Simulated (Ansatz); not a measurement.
HfSiH₆Cl₂O₂: geometry relaxation (part 2 of 2)

Continued. System: HfSiH₆Cl₂O₂. Method: RKS B3LYP-D4/def2-SVP (Ansatz 0.2.0). It belongs to a series of runs on one base structure; here: end point A relaxed.

Geometry of the input (Å):
```
Hf -0.2297  -0.2892  0.0996
O  -0.3585  -0.2356  2.0958
H  -0.5683  -0.2670  3.0326
Cl 2.0231  -0.5101  -0.6293
Cl -1.2911  1.5889  -0.8947
O  -1.1536  -1.8195  -0.5526
H  -1.6283  -2.6170  -0.7974
Si 1.7434  2.7158  1.3609
H  3.0858  2.4225  1.9363
H  1.8659  2.9979  -0.0932
H  1.1457  3.8943  2.0513
H  0.8684  1.5526  1.6019
```

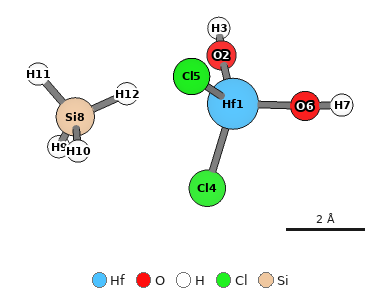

The geometry at step 5 of the log (ball-and-stick view, seen at a tilt; atoms are numbered from 1 in the order of the input).

Output, continued
```
relax step  10: F+E_penalty+E_count = -38418.15615244 eV  Δ(F+E_penalty+E_count) = -3.194e-4 eV  max|allowed force component| = 2.202e-2 eV/Å  Δτ_max = 0.0217 Å  (33 SCF iters, accepted)
1470 factors; integrals over basis functions are off by at most 4.0e-4 eV
mean field evaluation 96: about -38417.6695 eV, gradient 2.3e-3 eV
mean field -38417.66948074 eV, -1411.8233129855 hartree, gradient 1.0e-5 eV, S^2 0.000000; 1 other end points of the search recorded, 0 dependent functions left out
the calculation of the forces begins
reference -38417.66986383 eV, -1411.8233270639 hartree; 41, 41 occupied and 103, 103 virtual orbitals, 1470 factors
Total energy: -38418.15653553 eV, -1411.8412119189 hartree
Atom 0 at    -0.332979    -0.414776     0.184894 Å, force    -0.002545     0.000307    -0.002044 eV/Å
Atom 1 at    -0.611722    -0.569214     2.068310 Å, force    -0.004478    -0.002864     0.021129 eV/Å
Atom 2 at    -0.763206    -0.663995     3.009950 Å, force     0.004260     0.003685    -0.022024 eV/Å
Atom 3 at     1.993239    -0.516756    -0.319010 Å, force     0.003053     0.000874    -0.000280 eV/Å
Atom 4 at    -1.332560     1.581963    -0.639094 Å, force    -0.001082     0.000252    -0.000439 eV/Å
Atom 5 at    -1.172056    -1.881163    -0.702045 Å, force    -0.000473    -0.001622    -0.000073 eV/Å
Atom 6 at    -1.636312    -2.660266    -1.011705 Å, force     0.000777     0.000449     0.001456 eV/Å
Atom 7 at     1.875944     2.912925     1.314070 Å, force     0.003472     0.001114     0.001831 eV/Å
Atom 8 at     3.253937     2.630493     1.804246 Å, force    -0.000608    -0.000594    -0.001056 eV/Å
Atom 9 at     1.859536     2.965117    -0.170323 Å, force    -0.001133    -0.001699    -0.000484 eV/Å
Atom 10 at     1.403394     4.212663     1.870836 Å, force    -0.000264     0.000115     0.001015 eV/Å
Atom 11 at     0.965488     1.836508     1.801072 Å, force    -0.000978    -0.000017     0.000968 eV/Å
Dipole moment:    -0.368019    -0.527417     0.396781 e Å
```

Trajectory as extended XYZ (Å, eV, eV/Å), 10 frames, from step=1 to step=10
```
12
Properties=species:S:1:pos:R:3:forces:R:3 step=1 energy=-38417.95638
Hf   -0.2297   -0.2892    0.0996   -0.1496   0.0486   2.0706
O    -0.3585   -0.2356    2.0958   -0.1157  -0.3695  -1.8225
H    -0.5683   -0.2670    3.0326    0.0214  -0.0206  -0.1498
Cl    2.0231   -0.5101   -0.6293   -0.0034  -0.0025   0.0013
Cl   -1.2911    1.5889   -0.8947    0.0027  -0.0033   0.0005
O    -1.1536   -1.8195   -0.5526   -0.0217  -0.0504  -0.0094
H    -1.6283   -2.6170   -0.7974    0.0352   0.0626   0.0116
Si    1.7434    2.7158    1.3609    0.2714   0.3587  -0.0793
H     3.0858    2.4225    1.9363    0.0016  -0.0004   0.0021
H     1.8659    2.9979   -0.0932   -0.0037  -0.0063  -0.0017
H     1.1457    3.8943    2.0513   -0.0009   0.0012   0.0026
H     0.8684    1.5526    1.6019   -0.0372  -0.0180  -0.0260
12
Properties=species:S:1:pos:R:3:forces:R:3 step=2 energy=-38418.12035
Hf   -0.2733   -0.3429    0.1644    0.0794   0.0264  -0.3134
O    -0.4490   -0.3832    2.0632   -0.1383  -0.0653   0.2755
H    -0.6774   -0.4231    2.9932    0.0435  -0.0072  -0.0107
Cl    1.9796   -0.5393   -0.5814    0.0794  -0.0002   0.0620
Cl   -1.3067    1.5458   -0.8458   -0.0441   0.0785   0.0532
O    -1.1789   -1.8559   -0.5483   -0.0913  -0.1489  -0.0388
H    -1.6455   -2.6458   -0.8279    0.0243   0.0452   0.0211
Si    1.8233    2.8285    1.3466    0.0315   0.0412  -0.0225
H     3.1535    2.5067    1.9341    0.0103   0.0511  -0.0168
H     1.9339    3.0937   -0.1104    0.0266   0.0333   0.0048
H     1.2050    3.9877    2.0502    0.0520   0.0346  -0.0210
H     0.9381    1.6613    1.5735   -0.0733  -0.0887   0.0066
12
Properties=species:S:1:pos:R:3:forces:R:3 step=3 energy=-38418.13632
Hf   -0.3017   -0.3891    0.1494    0.0075  -0.0120   0.0580
O    -0.4936   -0.4451    2.0572   -0.0391   0.0113  -0.1101
H    -0.7239   -0.4969    2.9862    0.0368  -0.0065  -0.0200
Cl    1.9727   -0.5781   -0.5467   -0.0229   0.0216   0.0603
Cl   -1.3428    1.5258   -0.8145    0.0209  -0.0062   0.0624
O    -1.2083   -1.9010   -0.5707   -0.0204  -0.0432  -0.0398
H    -1.6748   -2.6890   -0.8549    0.0146   0.0301   0.0198
Si    1.8635    2.8890    1.3495    0.0072   0.0141   0.0129
H     3.1961    2.5775    1.9363    0.0127   0.0191  -0.0134
H     1.9830    3.1637   -0.1050    0.0073   0.0055  -0.0180
H     1.2583    4.0568    2.0501    0.0222   0.0226  -0.0158
H     0.9740    1.7198    1.5744   -0.0467  -0.0563   0.0036
12
Properties=species:S:1:pos:R:3:forces:R:3 step=4 energy=-38418.14261
Hf   -0.3100   -0.4025    0.1523    0.0305   0.0286   0.0117
O    -0.5138   -0.4728    2.0521   -0.0452   0.0058   0.0046
H    -0.7422   -0.5338    2.9808    0.0317  -0.0067  -0.0097
Cl    1.9855   -0.5676   -0.4809   -0.0414   0.0016   0.0192
Cl   -1.3436    1.5455   -0.7541    0.0185  -0.0341   0.0255
O    -1.2133   -1.9098   -0.5854   -0.0005  -0.0187  -0.0622
H    -1.6786   -2.6950   -0.8782    0.0077   0.0192   0.0181
Si    1.8693    2.8979    1.3350   -0.0106  -0.0112   0.0092
H     3.2051    2.5942    1.9191    0.0041  -0.0075  -0.0059
H     1.9936    3.1739   -0.1192   -0.0060  -0.0109  -0.0181
H     1.2769    4.0760    2.0297   -0.0019   0.0046  -0.0092
H     0.9740    1.7274    1.5600    0.0131   0.0291   0.0166
12
Properties=species:S:1:pos:R:3:forces:R:3 step=5 energy=-38418.14486
Hf   -0.3140   -0.4081    0.1620    0.0157   0.0062   0.0021
O    -0.5272   -0.4892    2.0590   -0.0454  -0.0015   0.0257
H    -0.7525   -0.5591    2.9879    0.0284  -0.0061  -0.0070
Cl    1.9871   -0.5697   -0.4451   -0.0196   0.0022   0.0019
Cl   -1.3445    1.5504   -0.7206    0.0100  -0.0160   0.0036
O    -1.2109   -1.9079   -0.6014    0.0101   0.0017  -0.0443
H    -1.6745   -2.6898   -0.9051    0.0047   0.0145   0.0172
Si    1.8732    2.9050    1.3251   -0.0131  -0.0141   0.0063
H     3.2108    2.6008    1.9053    0.0006  -0.0040  -0.0042
H     1.9937    3.1697   -0.1323   -0.0109  -0.0174  -0.0069
H     1.2874    4.0913    2.0117    0.0028   0.0038  -0.0090
H     0.9740    1.7401    1.5649    0.0166   0.0307   0.0146
12
Properties=species:S:1:pos:R:3:forces:R:3 step=6 energy=-38418.14937
Hf   -0.3176   -0.4104    0.1890   -0.0308  -0.0659  -0.0261
O    -0.5575   -0.5291    2.0807   -0.0417  -0.0084   0.0394
H    -0.7753   -0.6267    3.0092    0.0268  -0.0003  -0.0271
Cl    1.9933   -0.5588   -0.3745    0.0065   0.0024  -0.0111
Cl   -1.3351    1.5675   -0.6591   -0.0038   0.0069  -0.0141
O    -1.1975   -1.8905   -0.6378    0.0368   0.0489   0.0057
H    -1.6575   -2.6646   -0.9666    0.0104   0.0236   0.0211
Si    1.8745    2.9114    1.3047   -0.0122   0.0051  -0.0239
H     3.2216    2.6136    1.8671   -0.0085  -0.0045  -0.0024
H     1.9685    3.1173   -0.1666   -0.0184  -0.0259   0.0440
H     1.3202    4.1350    1.9545    0.0084  -0.0219  -0.0178
H     0.9651    1.7686    1.6105    0.0264   0.0398   0.0124
12
Properties=species:S:1:pos:R:3:forces:R:3 step=7 energy=-38418.15247
Hf   -0.3208   -0.4061    0.2011   -0.0455  -0.0993  -0.0169
O    -0.5836   -0.5616    2.0877   -0.0385  -0.0091   0.0543
H    -0.7922   -0.6853    3.0161    0.0325   0.0117  -0.0762
Cl    2.0007   -0.5377   -0.3246   -0.0095   0.0079  -0.0073
Cl   -1.3311    1.5883   -0.6179    0.0021  -0.0041  -0.0098
O    -1.1813   -1.8731   -0.6706    0.0343   0.0529   0.0154
H    -1.6372   -2.6436   -1.0150    0.0244   0.0457   0.0307
Si    1.8756    2.9128    1.2967   -0.0823  -0.0092  -0.0551
H     3.2386    2.6287    1.8284   -0.0155   0.0025  -0.0109
H     1.9133    3.0176   -0.1930   -0.0118  -0.0189   0.1502
H     1.3624    4.1882    1.8856    0.0322  -0.0709  -0.0436
H     0.9583    1.8055    1.7167    0.0778   0.0908  -0.0308
12
Properties=species:S:1:pos:R:3:forces:R:3 step=8 energy=-38418.15436
Hf   -0.3227   -0.4080    0.2002   -0.0116  -0.0245  -0.0301
O    -0.5869   -0.5623    2.0862   -0.0331  -0.0092   0.0478
H    -0.7950   -0.6851    3.0143    0.0262   0.0085  -0.0464
Cl    1.9982   -0.5285   -0.3315   -0.0118   0.0037   0.0029
Cl   -1.3332    1.5844   -0.6247    0.0062  -0.0091   0.0030
O    -1.1789   -1.8725   -0.6743    0.0107   0.0062  -0.0032
H    -1.6334   -2.6430   -1.0194    0.0135   0.0275   0.0210
Si    1.8760    2.9113    1.3037   -0.0464   0.0005  -0.0478
H     3.2455    2.6345    1.8211   -0.0110  -0.0004   0.0009
H     1.8963    2.9923   -0.1838   -0.0055  -0.0111   0.0773
H     1.3731    4.1977    1.8724    0.0172  -0.0489  -0.0151
H     0.9637    1.8127    1.7469    0.0456   0.0568  -0.0103
12
Properties=species:S:1:pos:R:3:forces:R:3 step=9 energy=-38418.15583
Hf   -0.3322   -0.4114    0.1901    0.0038   0.0028   0.0079
O    -0.6053   -0.5627    2.0750   -0.0013  -0.0046  -0.0336
H    -0.7726   -0.6836    3.0100   -0.0006   0.0026   0.0278
Cl    1.9928   -0.5174   -0.3212   -0.0026  -0.0010  -0.0017
Cl   -1.3357    1.5834   -0.6346    0.0001  -0.0009  -0.0014
O    -1.1752   -1.8793   -0.6895   -0.0037  -0.0081  -0.0104
H    -1.6359   -2.6537   -1.0163    0.0058   0.0094   0.0084
Si    1.8780    2.9134    1.3094   -0.0017  -0.0007   0.0036
H     3.2517    2.6359    1.8139    0.0015   0.0017  -0.0016
H     1.8777    2.9703   -0.1751   -0.0020  -0.0012   0.0014
H     1.3910    4.2078    1.8662    0.0037   0.0019  -0.0017
H     0.9686    1.8307    1.7833   -0.0029  -0.0019   0.0014
12
Properties=species:S:1:pos:R:3:forces:R:3 step=10 energy=-38418.15615
Hf   -0.3330   -0.4148    0.1849   -0.0025   0.0003  -0.0020
O    -0.6117   -0.5692    2.0683   -0.0045  -0.0029   0.0211
H    -0.7632   -0.6640    3.0099    0.0043   0.0037  -0.0220
Cl    1.9932   -0.5168   -0.3190    0.0031   0.0009  -0.0003
Cl   -1.3326    1.5820   -0.6391   -0.0011   0.0003  -0.0004
O    -1.1721   -1.8812   -0.7020   -0.0005  -0.0016  -0.0001
H    -1.6363   -2.6603   -1.0117    0.0008   0.0004   0.0015
Si    1.8759    2.9129    1.3141    0.0035   0.0011   0.0018
H     3.2539    2.6305    1.8042   -0.0006  -0.0006  -0.0011
H     1.8595    2.9651   -0.1703   -0.0011  -0.0017  -0.0005
H     1.4034    4.2127    1.8708   -0.0003   0.0001   0.0010
H     0.9655    1.8365    1.8011   -0.0010   0.0000   0.0010
```

Results in brief

```tsv
quantity	value
outcome	converged
total energy	−38418.1565 eV
mean-field energy	−38417.6699 eV
largest force (length of the vector) at the end	0.023 eV/Å
hardware	4 threads of Intel Xeon (Granite Rapids), 32 GiB of memory available, shared host
wall time	28 s (CPU time 1.7 min)
peak memory	0.47 GiB
```
